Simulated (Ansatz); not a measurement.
**Ge₂F (doublet): PBE, BLYP, revPBE, r2SCAN, PBE0, B3LYP over vertical spin and charge gaps and displaced geometries, cc-pVDZ**

How well do these functionals follow the top wave-function level for Ge₂F (doublet) over vertical spin and charge gaps and displaced geometries?

Method: cc-pVDZ, all electrons in the functionals; program: Ansatz 0.2.0, Gaussian basis.

To be run: PBE, BLYP, revPBE, r2SCAN, PBE0, B3LYP, at charge 0, doublet; charge 0, quartet; charge 1, singlet; charge 1, triplet; displaced geometry v1; displaced geometry v2 (not every functional at every point).

22 further runs of the same task are left out: 2 for a known fault of the program, 7 that didn't finish, 13 set aside as unsound or not needed.

### 1 What is computed

The geometry is a PBE0/def2-TZVP stationary point (not a proven minimum). No spin-orbit coupling is included. The filled d shell of Ge may be among the frozen orbitals whatever the setting's name suggests; the logs give the count.

3 atoms, charge 0, spin multiplicity 2.

Atoms are counted from 1 here; the program's logs count them from 0.

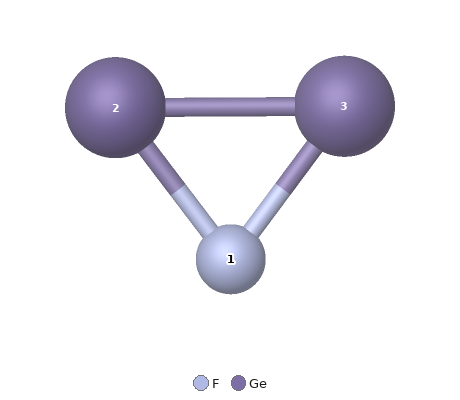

The geometry (fluorine light blue, germanium purple); atoms are numbered from 1 in the order of the file.

No dispersion term is added. B3LYP takes the VWN-RPA correlation.

The geometry shown and the zero of energy belong to the point charge 0, doublet. The yardstick, UCCSDT(Q), and other wave-function levels (R restricted, U unrestricted, valence and pair active spaces) come from earlier runs.

### 2 PBE, charge 0, doublet

The input, in.yaml:

```yaml
crystal:
  periodic: [false, false, false]
  atoms:
    - {symbol: F, position_ang: [0.000000, -1.419044, 0.000000]}
    - {symbol: Ge, position_ang: [0.000000, 0.185570, 1.205501]}
    - {symbol: Ge, position_ang: [0.000000, 0.185570, -1.205501]}
basis:
  gaussian: {orbitals: cc-pVDZ}
magnetization: {spin_polarized: true, initial_magnetization: 1}
hamiltonian: {xc: {name: PBE}}
output: {orbitals: {seedname: orbitals}}
```

Started as:

```sh
$ ansatz run in.yaml --threads 1 --pin off --events-out ev --progress --plain --max-ram 2393MiB
```

Log, shortened:

```text
Functional definition: PBE
  name "PBE"
  cite "Perdew, Burke & Ernzerhof, Phys. Rev. Lett. 77, 3865 (1996) doi:10.1103/PhysRevLett.77.3865"
  parent pbe
[...]
785 factors; integrals over basis functions are off by at most 7.3e-4 eV
[...]
mean field -115731.85734776 eV, -4253.0673116598 hartree, gradient 1.4e-5 eV, S^2 0.751617; 5 other end points of the search recorded, 0 dependent functions left out
reference -115731.85737632 eV, -4253.0673127093 hartree; 37, 36 occupied and 31, 32 virtual orbitals, 785 factors
Total energy: -115731.85737632 eV, -4253.0673127093 hartree
```

Run time: 4.9 s. Hardware: 1 thread of Arm Neoverse V2, shared host.

From the report: ⟨S²⟩ of the determinant 0.752 (pure doublet: 0.75).

### 3 PBE, charge 0, quartet

Edit in.yaml of step 2 so:

```diff
@@ -8,3 +8,3 @@
   gaussian: {orbitals: cc-pVDZ}
-magnetization: {spin_polarized: true, initial_magnetization: 1}
+magnetization: {spin_polarized: true, initial_magnetization: 3}
 hamiltonian: {xc: {name: PBE}}
```

Launched as before.

Log, shortened:

```text
Functional definition: PBE
  name "PBE"
  cite "Perdew, Burke & Ernzerhof, Phys. Rev. Lett. 77, 3865 (1996) doi:10.1103/PhysRevLett.77.3865"
  parent pbe
[...]
787 factors; integrals over basis functions are off by at most 6.7e-4 eV
[...]
mean field -115730.36791579 eV, -4253.0125760444 hartree, gradient 5.7e-6 eV, S^2 3.754755; 7 other end points of the search recorded, 0 dependent functions left out
reference -115730.36794639 eV, -4253.0125771690 hartree; 38, 35 occupied and 30, 33 virtual orbitals, 787 factors
Total energy: -115730.36794639 eV, -4253.0125771690 hartree
```

Wall time 8.5 s (1 thread of Arm Neoverse V2, shared host).

From the report: ⟨S²⟩ of the determinant 3.755 (pure quartet: 3.75).

From charge 0, doublet: +143.7 kJ/mol.

### 4 PBE, charge 1, singlet

Edit in.yaml of step 3 so:

```diff
@@ -8,3 +8,4 @@
   gaussian: {orbitals: cc-pVDZ}
-magnetization: {spin_polarized: true, initial_magnetization: 3}
+total_charge: 1
+magnetization: {spin_polarized: true, initial_magnetization: 0}
 hamiltonian: {xc: {name: PBE}}
```

The command is unchanged.

Log, shortened:

```text
Functional definition: PBE
  name "PBE"
  cite "Perdew, Burke & Ernzerhof, Phys. Rev. Lett. 77, 3865 (1996) doi:10.1103/PhysRevLett.77.3865"
  parent pbe
[...]
785 factors; integrals over basis functions are off by at most 7.3e-4 eV
[...]
mean field -115724.25623703 eV, -4252.7879759926 hartree, gradient 1.8e-5 eV, S^2 0.634444; 11 other end points of the search recorded, 0 dependent functions left out
reference -115724.25626665 eV, -4252.7879770811 hartree; 36, 36 occupied and 32, 32 virtual orbitals, 785 factors
Total energy: -115724.25626665 eV, -4252.7879770811 hartree
```

Wall time 14 s (1 thread of Arm Neoverse V2, shared host).

From the report: ⟨S²⟩ of the determinant 0.634 (pure singlet: 0.00). The determinant is far from a pure spin state, so its energy mixes those of several spin states (harmless only where they are near-degenerate, as at dissociation).

From charge 0, doublet: +733.4 kJ/mol.

### 5 PBE, charge 1, triplet

Edit in.yaml of step 4 so:

```diff
@@ -9,3 +9,3 @@
 total_charge: 1
-magnetization: {spin_polarized: true, initial_magnetization: 0}
+magnetization: {spin_polarized: true, initial_magnetization: 2}
 hamiltonian: {xc: {name: PBE}}
```

The command is unchanged.

Log, shortened:

```text
Functional definition: PBE
  name "PBE"
  cite "Perdew, Burke & Ernzerhof, Phys. Rev. Lett. 77, 3865 (1996) doi:10.1103/PhysRevLett.77.3865"
  parent pbe
[...]
785 factors; integrals over basis functions are off by at most 7.3e-4 eV
[...]
mean field -115724.21594891 eV, -4252.7864954315 hartree, gradient 2.7e-5 eV, S^2 2.002848; 0 other end points of the search recorded, 0 dependent functions left out
reference -115724.21598116 eV, -4252.7864966166 hartree; 37, 35 occupied and 31, 33 virtual orbitals, 785 factors
Total energy: -115724.21598116 eV, -4252.7864966166 hartree
```

Wall time 2.7 s (1 thread of Arm Neoverse V2, shared host).

From the report: ⟨S²⟩ of the determinant 2.003 (pure triplet: 2.00).

From charge 0, doublet: +737.3 kJ/mol.

### 6 PBE, displaced geometry v1

The input, in.yaml:

```yaml
crystal:
  periodic: [false, false, false]
  atoms:
    - {symbol: F, position_ang: [-0.020472, -1.430994, 0.028706]}
    - {symbol: Ge, position_ang: [-0.021305, 0.157477, 1.223054]}
    - {symbol: Ge, position_ang: [0.026659, 0.216787, -1.230561]}
basis:
  gaussian: {orbitals: cc-pVDZ}
magnetization: {spin_polarized: true, initial_magnetization: 1}
hamiltonian: {xc: {name: PBE}}
output: {orbitals: {seedname: orbitals}}
```

The command is unchanged.

Log, shortened:

```text
Functional definition: PBE
  name "PBE"
  cite "Perdew, Burke & Ernzerhof, Phys. Rev. Lett. 77, 3865 (1996) doi:10.1103/PhysRevLett.77.3865"
  parent pbe
[...]
786 factors; integrals over basis functions are off by at most 7.9e-4 eV
[...]
mean field -115731.86825157 eV, -4253.0677123675 hartree, gradient 2.7e-5 eV, S^2 0.751612; 5 other end points of the search recorded, 0 dependent functions left out
reference -115731.86828012 eV, -4253.0677134167 hartree; 37, 36 occupied and 31, 32 virtual orbitals, 786 factors
Total energy: -115731.86828012 eV, -4253.0677134167 hartree
```

Wall time 6 s (1 thread of Arm Neoverse V2, shared host).

From the report: ⟨S²⟩ of the determinant 0.752 (pure doublet: 0.75).

From charge 0, doublet: -1.1 kJ/mol.

### 7 PBE, displaced geometry v2

The input, in.yaml:

```yaml
crystal:
  periodic: [false, false, false]
  atoms:
    - {symbol: F, position_ang: [0.111927, -1.412113, -0.006636]}
    - {symbol: Ge, position_ang: [-0.052947, 0.200875, 1.210459]}
    - {symbol: Ge, position_ang: [0.023673, 0.168451, -1.208723]}
basis:
  gaussian: {orbitals: cc-pVDZ}
magnetization: {spin_polarized: true, initial_magnetization: 1}
hamiltonian: {xc: {name: PBE}}
output: {orbitals: {seedname: orbitals}}
```

The command is unchanged.

Log, shortened:

```text
Functional definition: PBE
  name "PBE"
  cite "Perdew, Burke & Ernzerhof, Phys. Rev. Lett. 77, 3865 (1996) doi:10.1103/PhysRevLett.77.3865"
  parent pbe
[...]
785 factors; integrals over basis functions are off by at most 7.5e-4 eV
[...]
mean field -115731.85953047 eV, -4253.0673918728 hartree, gradient 1.2e-5 eV, S^2 0.751617; 5 other end points of the search recorded, 0 dependent functions left out
reference -115731.85955906 eV, -4253.0673929237 hartree; 37, 36 occupied and 31, 32 virtual orbitals, 785 factors
Total energy: -115731.85955906 eV, -4253.0673929237 hartree
```

It took 5.5 s on 1 thread of Arm Neoverse V2, shared host.

From the report: ⟨S²⟩ of the determinant 0.752 (pure doublet: 0.75).

From charge 0, doublet: -0.2 kJ/mol.

### 8 BLYP, charge 0, doublet

The input, in.yaml:

```yaml
crystal:
  periodic: [false, false, false]
  atoms:
    - {symbol: F, position_ang: [0.000000, -1.419044, 0.000000]}
    - {symbol: Ge, position_ang: [0.000000, 0.185570, 1.205501]}
    - {symbol: Ge, position_ang: [0.000000, 0.185570, -1.205501]}
basis:
  gaussian: {orbitals: cc-pVDZ}
magnetization: {spin_polarized: true, initial_magnetization: 1}
hamiltonian: {xc: {name: BLYP}}
```

Same command.

Log, shortened:

```text
Functional definition: BLYP
  name "BLYP"
  cite "Becke, Phys. Rev. A 38, 3098 (1988) doi:10.1103/PhysRevA.38.3098"
  cite "Lee, Yang & Parr, Phys. Rev. B 37, 785 (1988) doi:10.1103/PhysRevB.37.785"
[...]
785 factors; integrals over basis functions are off by at most 7.3e-4 eV
[...]
mean field -115754.69251841 eV, -4253.9064887029 hartree, gradient 9.8e-6 eV, S^2 0.751107; 5 other end points of the search recorded, 0 dependent functions left out
reference -115754.69277751 eV, -4253.9064982247 hartree; 37, 36 occupied and 31, 32 virtual orbitals, 785 factors
Total energy: -115754.69277751 eV, -4253.9064982247 hartree
```

Wall time 4.9 s (1 thread of Arm Neoverse V2, shared host).

From the report: ⟨S²⟩ of the determinant 0.751 (pure doublet: 0.75).

### 9 BLYP, charge 0, quartet

Edit in.yaml of step 8 so:

```diff
@@ -8,3 +8,3 @@
   gaussian: {orbitals: cc-pVDZ}
-magnetization: {spin_polarized: true, initial_magnetization: 1}
+magnetization: {spin_polarized: true, initial_magnetization: 3}
 hamiltonian: {xc: {name: BLYP}}
```

Launched as before.

Log, shortened:

```text
Functional definition: BLYP
  name "BLYP"
  cite "Becke, Phys. Rev. A 38, 3098 (1988) doi:10.1103/PhysRevA.38.3098"
  cite "Lee, Yang & Parr, Phys. Rev. B 37, 785 (1988) doi:10.1103/PhysRevB.37.785"
[...]
787 factors; integrals over basis functions are off by at most 6.7e-4 eV
[...]
mean field -115753.07236699 eV, -4253.8469492364 hartree, gradient 7.7e-6 eV, S^2 3.752995; 7 other end points of the search recorded, 0 dependent functions left out
reference -115753.07261937 eV, -4253.8469585111 hartree; 38, 35 occupied and 30, 33 virtual orbitals, 787 factors
Total energy: -115753.07261937 eV, -4253.8469585111 hartree
```

Wall time 8.5 s (1 thread of Arm Neoverse V2, shared host).

From the report: ⟨S²⟩ of the determinant 3.753 (pure quartet: 3.75).

From charge 0, doublet: +156.3 kJ/mol.

### 10 revPBE, charge 0, doublet

Edit in.yaml of step 9 so:

```diff
@@ -8,3 +8,3 @@
   gaussian: {orbitals: cc-pVDZ}
-magnetization: {spin_polarized: true, initial_magnetization: 3}
-hamiltonian: {xc: {name: BLYP}}
+magnetization: {spin_polarized: true, initial_magnetization: 1}
+hamiltonian: {xc: {name: revPBE}}
```

Launched as before.

Log, shortened:

```text
Functional definition: revPBE
  name "revPBE"
  cite "Zhang & Yang, Phys. Rev. Lett. 80, 890 (1998) doi:10.1103/PhysRevLett.80.890"
  cite "Perdew, Burke & Ernzerhof, Phys. Rev. Lett. 77, 3865 (1996) doi:10.1103/PhysRevLett.77.3865"
[...]
785 factors; integrals over basis functions are off by at most 7.3e-4 eV
[...]
mean field -115741.83394006 eV, -4253.4339446646 hartree, gradient 1.7e-5 eV, S^2 0.752003; 5 other end points of the search recorded, 0 dependent functions left out
reference -115741.83397556 eV, -4253.4339459691 hartree; 37, 36 occupied and 31, 32 virtual orbitals, 785 factors
Total energy: -115741.83397556 eV, -4253.4339459691 hartree
```

Wall time 4.9 s (1 thread of Arm Neoverse V2, shared host).

From the report: ⟨S²⟩ of the determinant 0.752 (pure doublet: 0.75).

### 11 revPBE, displaced geometry v2

The input, in.yaml:

```yaml
crystal:
  periodic: [false, false, false]
  atoms:
    - {symbol: F, position_ang: [0.111927, -1.412113, -0.006636]}
    - {symbol: Ge, position_ang: [-0.052947, 0.200875, 1.210459]}
    - {symbol: Ge, position_ang: [0.023673, 0.168451, -1.208723]}
basis:
  gaussian: {orbitals: cc-pVDZ}
magnetization: {spin_polarized: true, initial_magnetization: 1}
hamiltonian: {xc: {name: revPBE}}
```

Launched as before.

Log, shortened:

```text
Functional definition: revPBE
  name "revPBE"
  cite "Zhang & Yang, Phys. Rev. Lett. 80, 890 (1998) doi:10.1103/PhysRevLett.80.890"
  cite "Perdew, Burke & Ernzerhof, Phys. Rev. Lett. 77, 3865 (1996) doi:10.1103/PhysRevLett.77.3865"
[...]
785 factors; integrals over basis functions are off by at most 7.5e-4 eV
[...]
mean field -115741.83696064 eV, -4253.4340556687 hartree, gradient 4.1e-5 eV, S^2 0.752003; 5 other end points of the search recorded, 0 dependent functions left out
reference -115741.83699619 eV, -4253.4340569752 hartree; 37, 36 occupied and 31, 32 virtual orbitals, 785 factors
Total energy: -115741.83699619 eV, -4253.4340569752 hartree
```

Run time: 5.5 s. Hardware: 1 thread of Arm Neoverse V2, shared host.

From the report: ⟨S²⟩ of the determinant 0.752 (pure doublet: 0.75).

From charge 0, doublet: -0.3 kJ/mol.

### 12 r2SCAN, charge 0, doublet

The input, in.yaml:

```yaml
crystal:
  periodic: [false, false, false]
  atoms:
    - {symbol: F, position_ang: [0.000000, -1.419044, 0.000000]}
    - {symbol: Ge, position_ang: [0.000000, 0.185570, 1.205501]}
    - {symbol: Ge, position_ang: [0.000000, 0.185570, -1.205501]}
basis:
  gaussian: {orbitals: cc-pVDZ}
magnetization: {spin_polarized: true, initial_magnetization: 1}
hamiltonian: {xc: {name: r2SCAN}}
```

Launched as before.

Log, shortened:

```text
Functional definition: r2SCAN
  name "r2SCAN"
  cite "Furness, Kaplan, Ning, Perdew & Sun, J. Phys. Chem. Lett. 11, 8208 (2020) doi:10.1021/acs.jpclett.0c02405"
  cite "Furness, Kaplan, Ning, Perdew & Sun, J. Phys. Chem. Lett. 11, 9248 (2020) doi:10.1021/acs.jpclett.0c03077"
  parent r2scan
[...]
785 factors; integrals over basis functions are off by at most 7.3e-4 eV
[...]
mean field -115749.46175129 eV, -4253.7142615569 hartree, gradient 1.7e-5 eV, S^2 0.754230; 5 other end points of the search recorded, 0 dependent functions left out
reference -115749.46176098 eV, -4253.7142619127 hartree; 37, 36 occupied and 31, 32 virtual orbitals, 785 factors
Total energy: -115749.46176098 eV, -4253.7142619127 hartree
```

Wall time 15 s (1 thread of Arm Neoverse V2, shared host).

From the report: ⟨S²⟩ of the determinant 0.754 (pure doublet: 0.75).

### 13 r2SCAN, charge 0, quartet

Edit in.yaml of step 12 so:

```diff
@@ -8,3 +8,3 @@
   gaussian: {orbitals: cc-pVDZ}
-magnetization: {spin_polarized: true, initial_magnetization: 1}
+magnetization: {spin_polarized: true, initial_magnetization: 3}
 hamiltonian: {xc: {name: r2SCAN}}
```

The command is unchanged.

Log, shortened:

```text
Functional definition: r2SCAN
  name "r2SCAN"
  cite "Furness, Kaplan, Ning, Perdew & Sun, J. Phys. Chem. Lett. 11, 8208 (2020) doi:10.1021/acs.jpclett.0c02405"
  cite "Furness, Kaplan, Ning, Perdew & Sun, J. Phys. Chem. Lett. 11, 9248 (2020) doi:10.1021/acs.jpclett.0c03077"
  parent r2scan
[...]
787 factors; integrals over basis functions are off by at most 6.7e-4 eV
[...]
mean field -115748.13062580 eV, -4253.6653435973 hartree, gradient 1.8e-5 eV, S^2 3.765698; 4 other end points of the search recorded, 0 dependent functions left out
reference -115748.13063609 eV, -4253.6653439755 hartree; 38, 35 occupied and 30, 33 virtual orbitals, 787 factors
Total energy: -115748.13063609 eV, -4253.6653439755 hartree
```

It took 14 s on 1 thread of Arm Neoverse V2, shared host.

From the report: ⟨S²⟩ of the determinant 3.766 (pure quartet: 3.75).

From charge 0, doublet: +128.4 kJ/mol.

(Part 1 of 3 ends here.)
